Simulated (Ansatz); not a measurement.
# AlNi3: a one-atom displacement scan

Aim: for AlNi3, measure how stiffly atom 1 (Al) is held.

Program: Ansatz 0.2.0. Level of theory: DFT PBEsol, scalar-relativistic, plane waves, PAW. These are calculated values, not measurements.

## 1. The system as given

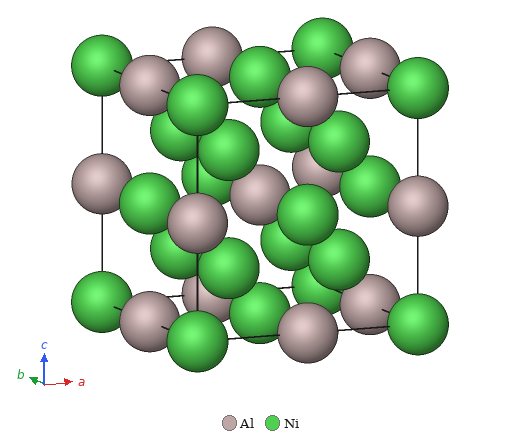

The starting structure, seen slightly off an axis (aluminium light grey, nickel green). Atoms on the faces are drawn again on the opposite ones. The cell drawn here is the conventional one.

As a file:

```
CELL_PARAMETERS angstrom
0.00000 2.79841 2.79841
2.79841 0.00000 2.79841
2.79841 2.79841 0.00000
ATOMIC_POSITIONS crystal
Al 0.50000 0.50000 0.50000
Ni 0.25000 0.25000 0.25000
Ni 0.00000 0.00000 0.00000
Ni 0.75000 0.75000 0.75000
```

It goes back to an entry of the Materials Project, which need not be the stable form.

It is the result of an earlier relaxation at this level (volume 10.96 Å³/atom; gap on the mesh: none (metal)).

## 2. Zero of energy

The reference gives a free energy of -17941.0160 eV, pressure 0.05 GPa, largest force 0.000 eV/Å and gap on the mesh none (metal). It was computed beforehand with the settings of the runs below.

## 3. Next: a one-atom displacement scan

Atom 1 (Al) is moved by x along the Cartesian unit vector (-0.577, -0.577, -0.577); the cell and all other atoms stay fixed. Forces below are components along that vector, summed over the moved atoms. In a periodic cell its images move with it.

## 4. x = -0.450 Å

input.yaml

```yaml
crystal:
  lattice:
    - [0.0, 2.7984078565, 2.7984078565]
    - [2.7984078565, 0.0, 2.7984078565]
    - [2.7984078565, 2.7984078565, 0.0]
  atoms:
    - { symbol: Al, position: [0.5464206139, 0.5464206139, 0.5464206139] }
    - { symbol: Ni, position: [0.25, 0.25, 0.25] }
    - { symbol: Ni, position: [0.0, 0.0, 0.0] }
    - { symbol: Ni, position: [0.75, 0.75, 0.75] }
basis:
  ecutwfc: 420
kpoints:
  mp_grid: { grid: [14, 14, 14] }
hamiltonian:
  xc: pbesol
scf:
  occupations: { method: gaussian, width: 0.15 }
output:
  forces: true
  stress: true
  eigenvalues: true
```

On the command line:

```bash
$ ansatz run input.yaml --threads 1 --pin off --max-ram 2560MiB --backend cpu --events-out ev --progress --plain --runs-dir out
```

What it wrote, cut to the lines that bear on the results:

```text
Warning: RAYON_NUM_THREADS=1 ignored (pool sized by the plan → 1); use --threads N
[...]
Pseudopotentials: kind: paw
Pseudopotential: Al, paw, valence charge 3, recommended cutoff 420 eV (normal), Al.paw.azcp
Pseudopotential: Ni, paw, valence charge 18, recommended cutoff 420 eV (normal), Ni.paw.azcp
Functional definition: PBEsol
[...]
Crystal: 4 atoms, lattice volume = 43.829 Å³
Basis set: ecut = 420 eV, 869 PW (Γ), exchange–correlation on 54×54×54 points (8 copies of the dense FFT grid, shifted against one another)
Bands: 35, of which v1, the nominal top of the filled ones, is band 29 counted from 1 (28 counted from 0)
Symmetry: 6 space group operations
Space group: R3m (ITA 160), of the structure as read, at distance tolerance 3.5e-5 Å
k-points: 288 of 2744 (time reversal used)
[...]
SCF iter   1: F=—  HF=-17939.935138 eV  |F-HF|=—  |Δ(HF+E_count)|=         —  Δρ=2.50e-2  dr2=1.59e-1  ethr=1.77e-3  ⟨swp⟩=5.2  Hψ=33661  notcnv=0
[...]
SCF iter   8: F=-17939.909227 eV  HF=-17939.909227 eV  |F-HF|=4.20e-9  |Δ(HF+E_count)|=   1.58e-8  Δρ=4.35e-6  dr2=6.68e-9  ethr=1.75e-10  ⟨swp⟩=7.3  Hψ=40530  notcnv=0
[...]
SCF converged after 8 iterations
Free energy (F): -17939.909227 eV
[...]
E sigma→0 (E₀):  -17939.894935 eV
Entropy (-TS):   -0.028584 eV (-7.146 meV/atom)
Fermi energy:    16.319890 eV
[...]
--- Forces (eV/Å), atoms counted from 1 ---
  atom   1  Al    -3.31931542    -3.31931542    -3.31931542
  atom   2  Ni     0.30486553     0.30486553     0.30486553
  atom   3  Ni     0.38886840     0.38886840     0.38886840
  atom   4  Ni     2.62559015     2.62559015     2.62559015
[...]
--- Stress (GPa, compression-positive) ---
       10.567860       6.966497       6.966497
        6.966497      10.567860       6.966497
        6.966497       6.966497      10.567860
  P = ⅓ Tr σ = 10.5679 GPa (105.679 kbar)
--- Band table (eV; the first three rows and the last of 288) ---
[...]
```

Run time: 18 s. Hardware: 1 thread of Intel Xeon 6975P-C (Granite Rapids), shared host; peak memory 0.66 GiB.

## 5. At x = 0.360 Å

input.yaml: that of step 4 with these lines changed.

```diff
@@ -6,3 +6,3 @@
   atoms:
-    - { symbol: Al, position: [0.5464206139, 0.5464206139, 0.5464206139] }
+    - { symbol: Al, position: [0.4628635089, 0.4628635089, 0.4628635089] }
     - { symbol: Ni, position: [0.25, 0.25, 0.25] }
```

On the command line:

```bash
$ ansatz run input.yaml --threads 1 --pin off --max-ram 2560MiB --backend cpu --events-out ev --progress --plain --runs-dir out
```

What it wrote, cut to the lines that bear on the results:

```text
Warning: RAYON_NUM_THREADS=1 ignored (pool sized by the plan → 1); use --threads N
[...]
Pseudopotentials: kind: paw
Pseudopotential: Al, paw, valence charge 3, recommended cutoff 420 eV (normal), Al.paw.azcp
Pseudopotential: Ni, paw, valence charge 18, recommended cutoff 420 eV (normal), Ni.paw.azcp
Functional definition: PBEsol
[...]
Crystal: 4 atoms, lattice volume = 43.829 Å³
Basis set: ecut = 420 eV, 869 PW (Γ), exchange–correlation on 54×54×54 points (8 copies of the dense FFT grid, shifted against one another)
Bands: 35, of which v1, the nominal top of the filled ones, is band 29 counted from 1 (28 counted from 0)
Symmetry: 6 space group operations
Space group: R3m (ITA 160), of the structure as read, at distance tolerance 3.5e-5 Å
k-points: 288 of 2744 (time reversal used)
[...]
SCF iter   1: F=—  HF=-17940.375623 eV  |F-HF|=—  |Δ(HF+E_count)|=         —  Δρ=2.56e-2  dr2=1.70e-1  ethr=1.77e-3  ⟨swp⟩=5.2  Hψ=33496  notcnv=0
[...]
SCF iter   7: F=-17940.349483 eV  HF=-17940.349483 eV  |F-HF|=5.71e-8  |Δ(HF+E_count)|=   3.23e-7  Δρ=1.34e-5  dr2=7.43e-8  ethr=1.75e-10  ⟨swp⟩=7.0  Hψ=45184  notcnv=0
[...]
SCF converged after 7 iterations
Free energy (F): -17940.349483 eV
[...]
E sigma→0 (E₀):  -17940.334706 eV
Entropy (-TS):   -0.029554 eV (-7.388 meV/atom)
Fermi energy:    16.339013 eV
[...]
--- Forces (eV/Å), atoms counted from 1 ---
  atom   1  Al     2.36942483     2.36942483     2.36942483
  atom   2  Ni    -1.72788675    -1.72788675    -1.72788675
  atom   3  Ni    -0.31466468    -0.31466468    -0.31466468
  atom   4  Ni    -0.32685183    -0.32685183    -0.32685183
[...]
--- Stress (GPa, compression-positive) ---
        6.632620       4.211947       4.211947
        4.211947       6.632620       4.211947
        4.211947       4.211947       6.632620
  P = ⅓ Tr σ = 6.6326 GPa (66.326 kbar)
--- Band table (eV; the first three rows and the last of 288) ---
[...]
```

Run time: 18 s. Hardware: 1 thread of Intel Xeon 6975P-C (Granite Rapids), shared host; peak memory 0.66 GiB.

## 6. At x = -0.270 Å

input.yaml: that of step 5 with these lines changed.

```diff
@@ -6,3 +6,3 @@
   atoms:
-    - { symbol: Al, position: [0.4628635089, 0.4628635089, 0.4628635089] }
+    - { symbol: Al, position: [0.5278523683, 0.5278523683, 0.5278523683] }
     - { symbol: Ni, position: [0.25, 0.25, 0.25] }
```

On the command line:

```bash
$ ansatz run input.yaml --threads 1 --pin off --max-ram 2560MiB --backend cpu --events-out ev --progress --plain --runs-dir out
```

What it wrote, cut to the lines that bear on the results:

```text
[...]
SCF converged after 7 iterations
Free energy (F): -17940.658453 eV
[...]
E sigma→0 (E₀):  -17940.643232 eV
Entropy (-TS):   -0.030443 eV (-7.611 meV/atom)
Fermi energy:    16.354024 eV
[...]
--- Forces (eV/Å), atoms counted from 1 ---
  atom   1  Al    -1.62244991    -1.62244991    -1.62244991
  atom   2  Ni     0.31607085     0.31607085     0.31607085
  atom   3  Ni     0.23751118     0.23751118     0.23751118
  atom   4  Ni     1.06881772     1.06881772     1.06881772
[...]
--- Stress (GPa, compression-positive) ---
        3.689539       2.261696       2.261696
        2.261696       3.689539       2.261696
        2.261696       2.261696       3.689539
  P = ⅓ Tr σ = 3.6895 GPa (36.895 kbar)
--- Band table (eV; the first three rows and the last of 288) ---
[...]
```

Run time: 18 s. Hardware: 1 thread of Intel Xeon 6975P-C (Granite Rapids), shared host; peak memory 0.66 GiB.

## 7. x = 0.180 Å

input.yaml: that of step 6 with these lines changed.

```diff
@@ -6,3 +6,3 @@
   atoms:
-    - { symbol: Al, position: [0.5278523683, 0.5278523683, 0.5278523683] }
+    - { symbol: Al, position: [0.4814317545, 0.4814317545, 0.4814317545] }
     - { symbol: Ni, position: [0.25, 0.25, 0.25] }
```

On the command line:

```bash
$ ansatz run input.yaml --threads 1 --pin off --max-ram 2560MiB --backend cpu --events-out ev --progress --plain --runs-dir out
```

What it wrote, cut to the lines that bear on the results:

```text
Warning: RAYON_NUM_THREADS=1 ignored (pool sized by the plan → 1); use --threads N
[...]
Pseudopotentials: kind: paw
Pseudopotential: Al, paw, valence charge 3, recommended cutoff 420 eV (normal), Al.paw.azcp
Pseudopotential: Ni, paw, valence charge 18, recommended cutoff 420 eV (normal), Ni.paw.azcp
Functional definition: PBEsol
[...]
Crystal: 4 atoms, lattice volume = 43.829 Å³
Basis set: ecut = 420 eV, 869 PW (Γ), exchange–correlation on 54×54×54 points (8 copies of the dense FFT grid, shifted against one another)
Bands: 35, of which v1, the nominal top of the filled ones, is band 29 counted from 1 (28 counted from 0)
Symmetry: 6 space group operations
Space group: R3m (ITA 160), of the structure as read, at distance tolerance 3.5e-5 Å
k-points: 288 of 2744 (time reversal used)
[...]
SCF iter   1: F=—  HF=-17940.890355 eV  |F-HF|=—  |Δ(HF+E_count)|=         —  Δρ=2.76e-2  dr2=2.11e-1  ethr=1.77e-3  ⟨swp⟩=5.2  Hψ=33394  notcnv=0
[...]
SCF iter   7: F=-17940.862382 eV  HF=-17940.862382 eV  |F-HF|=4.21e-8  |Δ(HF+E_count)|=   1.69e-7  Δρ=1.04e-5  dr2=5.68e-8  ethr=1.75e-10  ⟨swp⟩=7.1  Hψ=43069  notcnv=0
[...]
SCF converged after 7 iterations
Free energy (F): -17940.862382 eV
[...]
E sigma→0 (E₀):  -17940.846804 eV
Entropy (-TS):   -0.031156 eV (-7.789 meV/atom)
Fermi energy:    16.364798 eV
[...]
--- Forces (eV/Å), atoms counted from 1 ---
  atom   1  Al     1.01204077     1.01204077     1.01204077
  atom   2  Ni    -0.58835286    -0.58835286    -0.58835286
  atom   3  Ni    -0.15887113    -0.15887113    -0.15887113
  atom   4  Ni    -0.26478302    -0.26478302    -0.26478302
[...]
--- Stress (GPa, compression-positive) ---
        1.648171       0.970667       0.970667
        0.970667       1.648171       0.970667
        0.970667       0.970667       1.648171
  P = ⅓ Tr σ = 1.6482 GPa (16.482 kbar)
--- Band table (eV; the first three rows and the last of 288) ---
[...]
```

Wall time 18 s (1 thread of Intel Xeon 6975P-C (Granite Rapids), shared host); peak memory 0.67 GiB.

## 8. x = -0.090 Å

input.yaml: that of step 7 with these lines changed.

```diff
@@ -6,3 +6,3 @@
   atoms:
-    - { symbol: Al, position: [0.4814317545, 0.4814317545, 0.4814317545] }
+    - { symbol: Al, position: [0.5092841228, 0.5092841228, 0.5092841228] }
     - { symbol: Ni, position: [0.25, 0.25, 0.25] }
@@ -22 +22,5 @@
   eigenvalues: true
+  write_density: true
+  write_potential: true
+  elf: true
+  volumetric_format: npy
```

On the command line:

```bash
$ ansatz run input.yaml --threads 1 --pin off --max-ram 2560MiB --backend cpu --events-out ev --progress --plain --runs-dir out
```

What it wrote, cut to the lines that bear on the results:

```text
[...]
SCF converged after 7 iterations
Free energy (F): -17940.978340 eV
[...]
E sigma→0 (E₀):  -17940.962532 eV
Entropy (-TS):   -0.031617 eV (-7.904 meV/atom)
Fermi energy:    16.371297 eV
[...]
--- Forces (eV/Å), atoms counted from 1 ---
  atom   1  Al    -0.48591208    -0.48591208    -0.48591208
  atom   2  Ni     0.16354832     0.16354832     0.16354832
  atom   3  Ni     0.07955757     0.07955757     0.07955757
  atom   4  Ni     0.24279194     0.24279194     0.24279194
[...]
--- Stress (GPa, compression-positive) ---
        0.447433       0.237334       0.237334
        0.237334       0.447433       0.237334
        0.237334       0.237334       0.447433
  P = ⅓ Tr σ = 0.4474 GPa (4.474 kbar)
--- Band table (eV; the first three rows and the last of 288) ---
[...]
```

Run time: 24 s. Hardware: 1 thread of Intel Xeon 6975P-C (Granite Rapids), shared host; peak memory 0.65 GiB.

The maps below are laid out on this run's own conventional cell (a, b, c = 3.958, 3.958, 9.694 Å).

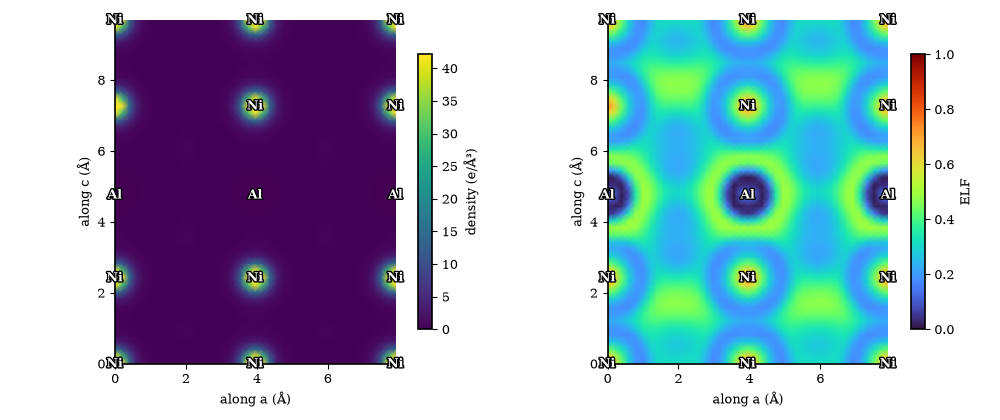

Density (left) and ELF (right) in a lattice plane of the grid's cell (edges 3.96 and 9.69 Å, at 0.000 of the third edge), which holds Al and Ni. Only atoms in the plane are labelled; the density scale stops at 42.14 e/Å³. Both are smooth fields of the valence electrons: close to the nuclei they are not physical.

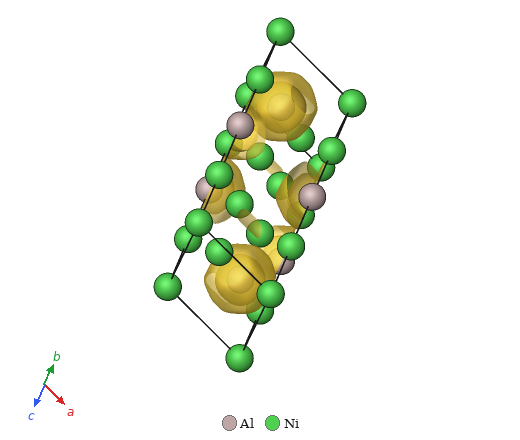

Surface of ELF = 0.44, drawn in one cell.

The highest ELF values outside the cores: 0.50 in the shell around Al, 1.0 Å from Al.

## 9. x = 0.405 Å

input.yaml: that of step 8 with these lines changed.

```diff
@@ -6,3 +6,3 @@
   atoms:
-    - { symbol: Al, position: [0.5092841228, 0.5092841228, 0.5092841228] }
+    - { symbol: Al, position: [0.4582214475, 0.4582214475, 0.4582214475] }
     - { symbol: Ni, position: [0.25, 0.25, 0.25] }
@@ -22,5 +22 @@
   eigenvalues: true
-  write_density: true
-  write_potential: true
-  elf: true
-  volumetric_format: npy
```

On the command line:

```bash
$ ansatz run input.yaml --threads 1 --pin off --max-ram 2560MiB --backend cpu --events-out ev --progress --plain --runs-dir out
```

What it wrote, cut to the lines that bear on the results:

```text
[...]
SCF converged after 7 iterations
Free energy (F): -17940.147830 eV
[...]
E sigma→0 (E₀):  -17940.133294 eV
Entropy (-TS):   -0.029072 eV (-7.268 meV/atom)
Fermi energy:    16.329962 eV
[...]
--- Forces (eV/Å), atoms counted from 1 ---
  atom   1  Al     2.81418281     2.81418281     2.81418281
  atom   2  Ni    -2.14240541    -2.14240541    -2.14240541
  atom   3  Ni    -0.35224878    -0.35224878    -0.35224878
  atom   4  Ni    -0.31951166    -0.31951166    -0.31951166
[...]
--- Stress (GPa, compression-positive) ---
        8.469330       5.478033       5.478033
        5.478033       8.469330       5.478033
        5.478033       5.478033       8.469330
  P = ⅓ Tr σ = 8.4693 GPa (84.693 kbar)
--- Band table (eV; the first three rows and the last of 288) ---
[...]
```

It took 18 s on 1 thread of Intel Xeon 6975P-C (Granite Rapids), shared host; peak memory 0.66 GiB.

## 10. At x = 0.315 Å

input.yaml: that of step 9 with these lines changed.

```diff
@@ -6,3 +6,3 @@
   atoms:
-    - { symbol: Al, position: [0.4582214475, 0.4582214475, 0.4582214475] }
+    - { symbol: Al, position: [0.4675055703, 0.4675055703, 0.4675055703] }
     - { symbol: Ni, position: [0.25, 0.25, 0.25] }
```

On the command line:

```bash
$ ansatz run input.yaml --threads 1 --pin off --max-ram 2560MiB --backend cpu --events-out ev --progress --plain --runs-dir out
```

What it wrote, cut to the lines that bear on the results:

```text
Warning: RAYON_NUM_THREADS=1 ignored (pool sized by the plan → 1); use --threads N
[...]
Pseudopotentials: kind: paw
Pseudopotential: Al, paw, valence charge 3, recommended cutoff 420 eV (normal), Al.paw.azcp
Pseudopotential: Ni, paw, valence charge 18, recommended cutoff 420 eV (normal), Ni.paw.azcp
Functional definition: PBEsol
[...]
Crystal: 4 atoms, lattice volume = 43.829 Å³
Basis set: ecut = 420 eV, 869 PW (Γ), exchange–correlation on 54×54×54 points (8 copies of the dense FFT grid, shifted against one another)
Bands: 35, of which v1, the nominal top of the filled ones, is band 29 counted from 1 (28 counted from 0)
Symmetry: 6 space group operations
Space group: R3m (ITA 160), of the structure as read, at distance tolerance 3.5e-5 Å
k-points: 288 of 2744 (time reversal used)
[...]
SCF iter   1: F=—  HF=-17940.544960 eV  |F-HF|=—  |Δ(HF+E_count)|=         —  Δρ=2.60e-2  dr2=1.79e-1  ethr=1.77e-3  ⟨swp⟩=5.2  Hψ=33502  notcnv=0
[...]
SCF iter   7: F=-17940.518497 eV  HF=-17940.518497 eV  |F-HF|=3.81e-8  |Δ(HF+E_count)|=   2.87e-7  Δρ=1.08e-5  dr2=5.06e-8  ethr=1.75e-10  ⟨swp⟩=7.0  Hψ=44869  notcnv=0
[...]
SCF converged after 7 iterations
Free energy (F): -17940.518497 eV
[...]
E sigma→0 (E₀):  -17940.503490 eV
Entropy (-TS):   -0.030015 eV (-7.504 meV/atom)
Fermi energy:    16.347018 eV
[...]
--- Forces (eV/Å), atoms counted from 1 ---
  atom   1  Al     1.97511040     1.97511040     1.97511040
  atom   2  Ni    -1.37271305    -1.37271305    -1.37271305
  atom   3  Ni    -0.27636059    -0.27636059    -0.27636059
  atom   4  Ni    -0.32601079    -0.32601079    -0.32601079
[...]
--- Stress (GPa, compression-positive) ---
        5.043750       3.146359       3.146359
        3.146359       5.043750       3.146359
        3.146359       3.146359       5.043750
  P = ⅓ Tr σ = 5.0438 GPa (50.438 kbar)
--- Band table (eV; the first three rows and the last of 288) ---
[...]
```

Wall time 18 s (1 thread of Intel Xeon 6975P-C (Granite Rapids), shared host); peak memory 0.66 GiB.

## 11. Point x = 0.225 Å

input.yaml: that of step 10 with these lines changed.

```diff
@@ -6,3 +6,3 @@
   atoms:
-    - { symbol: Al, position: [0.4675055703, 0.4675055703, 0.4675055703] }
+    - { symbol: Al, position: [0.4767896931, 0.4767896931, 0.4767896931] }
     - { symbol: Ni, position: [0.25, 0.25, 0.25] }
```

On the command line:

```bash
$ ansatz run input.yaml --threads 1 --pin off --max-ram 2560MiB --backend cpu --events-out ev --progress --plain --runs-dir out
```

What it wrote, cut to the lines that bear on the results:

```text
[...]
SCF converged after 7 iterations
Free energy (F): -17940.772291 eV
[...]
E sigma→0 (E₀):  -17940.756877 eV
Entropy (-TS):   -0.030826 eV (-7.707 meV/atom)
Fermi energy:    16.359945 eV
[...]
--- Forces (eV/Å), atoms counted from 1 ---
  atom   1  Al     1.30370005     1.30370005     1.30370005
  atom   2  Ni    -0.80931340    -0.80931340    -0.80931340
  atom   3  Ni    -0.19831350    -0.19831350    -0.19831350
  atom   4  Ni    -0.29602793    -0.29602793    -0.29602793
[...]
--- Stress (GPa, compression-positive) ---
        2.560583       1.541106       1.541106
        1.541106       2.560583       1.541106
        1.541106       1.541106       2.560583
  P = ⅓ Tr σ = 2.5606 GPa (25.606 kbar)
--- Band table (eV; the first three rows and the last of 288) ---
[...]
```

Wall time 18 s (1 thread of Intel Xeon 6975P-C (Granite Rapids), shared host); peak memory 0.65 GiB.

## 12. x = 0.135 Å

input.yaml: that of step 11 with these lines changed.

```diff
@@ -6,3 +6,3 @@
   atoms:
-    - { symbol: Al, position: [0.4767896931, 0.4767896931, 0.4767896931] }
+    - { symbol: Al, position: [0.4860738158, 0.4860738158, 0.4860738158] }
     - { symbol: Ni, position: [0.25, 0.25, 0.25] }
```

On the command line:

```bash
$ ansatz run input.yaml --threads 1 --pin off --max-ram 2560MiB --backend cpu --events-out ev --progress --plain --runs-dir out
```

What it wrote, cut to the lines that bear on the results:

```text
Warning: RAYON_NUM_THREADS=1 ignored (pool sized by the plan → 1); use --threads N
[...]
Pseudopotentials: kind: paw
Pseudopotential: Al, paw, valence charge 3, recommended cutoff 420 eV (normal), Al.paw.azcp
Pseudopotential: Ni, paw, valence charge 18, recommended cutoff 420 eV (normal), Ni.paw.azcp
Functional definition: PBEsol
[...]
Crystal: 4 atoms, lattice volume = 43.829 Å³
Basis set: ecut = 420 eV, 869 PW (Γ), exchange–correlation on 54×54×54 points (8 copies of the dense FFT grid, shifted against one another)
Bands: 35, of which v1, the nominal top of the filled ones, is band 29 counted from 1 (28 counted from 0)
Symmetry: 6 space group operations
Space group: R3m (ITA 160), of the structure as read, at distance tolerance 3.5e-5 Å
k-points: 288 of 2744 (time reversal used)
[...]
SCF iter   1: F=—  HF=-17940.959089 eV  |F-HF|=—  |Δ(HF+E_count)|=         —  Δρ=2.81e-2  dr2=2.21e-1  ethr=1.77e-3  ⟨swp⟩=5.2  Hψ=33346  notcnv=0
[...]
SCF iter   7: F=-17940.930595 eV  HF=-17940.930595 eV  |F-HF|=4.88e-8  |Δ(HF+E_count)|=   1.54e-7  Δρ=1.10e-5  dr2=6.26e-8  ethr=1.75e-10  ⟨swp⟩=7.1  Hψ=42957  notcnv=0
[...]
SCF converged after 7 iterations
Free energy (F): -17940.930595 eV
[...]
E sigma→0 (E₀):  -17940.914884 eV
Entropy (-TS):   -0.031422 eV (-7.855 meV/atom)
Fermi energy:    16.368585 eV
[...]
--- Forces (eV/Å), atoms counted from 1 ---
  atom   1  Al     0.74132891     0.74132891     0.74132891
  atom   2  Ni    -0.40094325    -0.40094325    -0.40094325
  atom   3  Ni    -0.11926498    -0.11926498    -0.11926498
  atom   4  Ni    -0.22109703    -0.22109703    -0.22109703
[...]
--- Stress (GPa, compression-positive) ---
        0.945510       0.539048       0.539048
        0.539048       0.945510       0.539048
        0.539048       0.539048       0.945510
  P = ⅓ Tr σ = 0.9455 GPa (9.455 kbar)
--- Band table (eV; the first three rows and the last of 288) ---
[...]
```

Wall time 18 s (1 thread of Intel Xeon 6975P-C (Granite Rapids), shared host); peak memory 0.66 GiB.

## 13. The scan collected

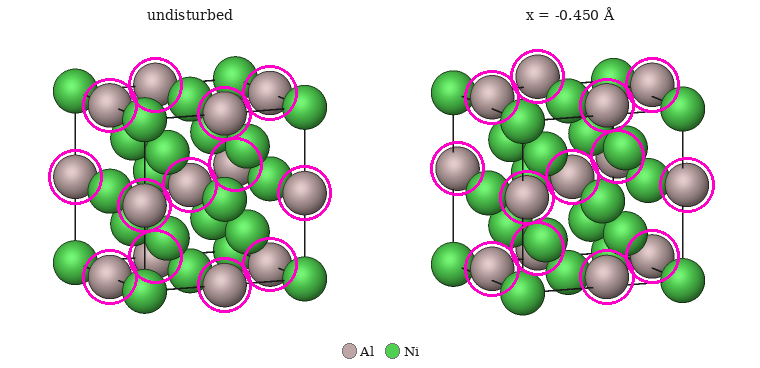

The undisturbed cell and the costliest point of the scan, at one scale, with neighbouring cells. Atom 1 and its images are ringed.

All points in order; energies are free energies above the reference cell:

```csv
x (Å),ΔE (meV/cell),force on the moved atoms (eV/Å),pressure (GPa)
-0.450,1106.7,5.749,10.6
-0.270,357.5,2.810,3.7
-0.090,37.6,0.842,0.4
0.000,0.0,0.000,0.1
0.135,85.4,-1.284,0.9
0.180,153.6,-1.753,1.6
0.225,243.7,-2.258,2.6
0.315,497.5,-3.421,5.0
0.360,666.5,-4.104,6.6
0.405,868.1,-4.874,8.5
```

Not run, since symmetry makes them alike: 0.450 repeats -0.450, -0.360 repeats 0.360, 0.270 repeats -0.270, -0.180 repeats 0.180, 0.090 repeats -0.090. Energy, pressure and gap are the same there.

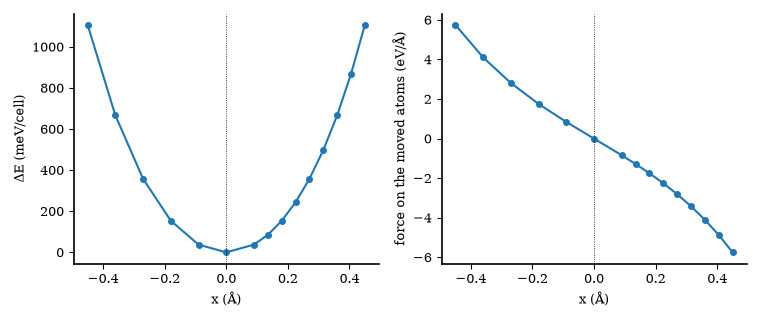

ΔE and force on the moved atoms along the scan; points alike by symmetry are filled in.

## 14. Summary of results

| quantity | value |
| --- | --- |
| force constant along x, from the points at -0.090, 0 and 0.135 Å | 9.42 eV/Å² |

**Reading.** The restoring force grows by 9.42 eV/Å per Å near the site; for the mass of Al against a rigid frame that is a vibration of about 308 cm⁻¹. The step of 0.14 Å is wide, so anharmonic terms mix in. The undisturbed cell stays the lowest of the sampled points. The final runs have no spin polarisation, so no magnetic state was tried and one may lie lower.
